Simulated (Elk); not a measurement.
Band structure of Mg6AlCd (Amm2, 8 atoms in the cell).

```
CELL_PARAMETERS angstrom
      5.07313     0.00000     0.00000
      0.00000     3.13382     5.46912
      0.00000    -3.13382     5.46912
ATOMIC_POSITIONS crystal
  Mg 0.00000 0.33411 0.83347
  Mg 0.00000 0.83347 0.33411
  Mg 0.00000 0.33303 0.33303
  Mg 0.50000 0.16246 0.66774
  Mg 0.50000 0.66774 0.16246
  Mg 0.50000 0.16694 0.16694
  Al 0.00000 0.83604 0.83604
  Cd 0.50000 0.66620 0.66620
```

Level of theory: PBEsol, all-electron FP-LAPW, Elk's shipped species files, APW+lo basis with extra local orbitals run with Elk.

Settings: xctype = 22; rgkmax = 8; stype = 3; swidth = 0.00367493 Ha; ngridk = 3 3 3; gmaxvr = 14 1/bohr; nxlo = 2; lorbcnd = true; lmaxi = 2.

The starting cell comes from a database of computed structures (which also holds hypothetical and non-ambient phases and stackings), without a prior relaxation at this level. Values depend on the basis (sphere radii, cutoffs, local orbitals), which need not be converged.

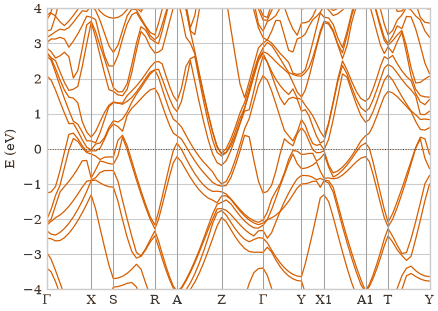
Fig. 1. Bands along the path, energies from the Fermi level.

Levels in eV from the Fermi level, bands 40 to 47:
```csv
point,40,41,42,43,44,45,46,47
Γ,-2.32,-2.17,-2.11,-2.02,-1.25,2.08,2.64,2.72
X,-0.91,-0.89,-0.83,-0.14,-0.05,-0.03,0.23,0.33
S,-1.09,-0.62,-0.43,-0.23,0.71,0.80,1.32,1.34
R,-2.48,-2.34,-2.27,-2.16,1.72,2.24,2.25,2.46
A,-4.08,-4.04,-0.22,0.17,0.37,0.76,1.06,1.36
Z,-1.70,-1.52,-1.34,-1.22,-1.06,-0.99,-0.47,-0.20
Y,-1.00,-0.76,-0.56,-0.16,0.60,0.83,1.07,1.41
X1,-0.91,-0.89,-0.83,-0.14,-0.05,-0.03,0.23,0.33
A1,-4.08,-4.04,-0.22,0.17,0.37,0.76,1.06,1.36
T,-2.47,-2.27,-2.21,-2.09,1.64,2.10,2.41,2.56
```

Bands cross the Fermi level along this path, so the cell is metallic at this level.
